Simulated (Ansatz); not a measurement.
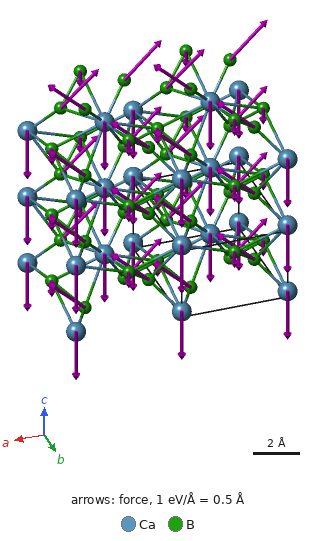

Starting geometry of solid CaB₃ (built on the random type) (coarse preliminary run) with the computed forces as purple arrows. The picture is a ball-and-stick view of the cell of the calculation, repeated 2 × 1 × 3 with one cell outlined, seen from a free direction.

Case: random cell with space group Pnn2 (No. 34).

All numbers below come from DFT PBE, scalar-relativistic, plane waves, PAW (Ansatz 0.2.0). (plane-wave cutoff 420 eV; k-point mesh 4 × 4 × 6; occupations gaussian; smearing width 0.1 eV; no spin polarisation; cell and atoms relaxed; force threshold 0.04 eV/Å; at most 70 steps)

> Is this structure relaxed? If not, where do the atoms go?

It isn't relaxed: the largest force vector, on Ca atoms, is 5.05 eV/Å. The final displacements follow the starting forces only in part (cosine between the two patterns 0.37). The largest moves relative to the cell, 1.07 Å, are those of B atoms. Largest moves by element: B 1.07 Å, Ca 0.32 Å. Cell: a 5.007 → 6.001 Å (+19.9 %), b 6.255 → 5.823 Å (−6.9 %), c 3.436 → 3.040 Å (−11.5 %). Volume −1.3 %. Among the contacts that change: B–B 3.053 → 1.616 Å, B–Ca 4.203 → 3.022 Å, B–B 2.753 → 1.721 Å, B–Ca 4.057 → 3.284 Å. New bonds form: B–B (3.05 → 1.62 Å). Bond angles that change, for instance: B–B–B 106.2° → 56.0°, Ca–B–Ca 141.8° → 180.0°, Ca–B–Ca 136.9° → 102.7°. The space group (tolerance 0.01 Å) goes from Pnn2 (No. 34) to Immm (No. 71). Over 13 accepted moves (16 points after the start) the energy falls by 1883 meV per atom. Largest force component: 5 eV/Å at the start, 0.0019 eV/Å at the end. The pressure goes from 8.61 to 0.02 GPa. The line search rejected the trial step at point 7 of the run. The SCF was repeated twice at an unchanged geometry on a basis and grid sized afresh for the cell, which shifted the energy by 4.8 meV per atom at most.
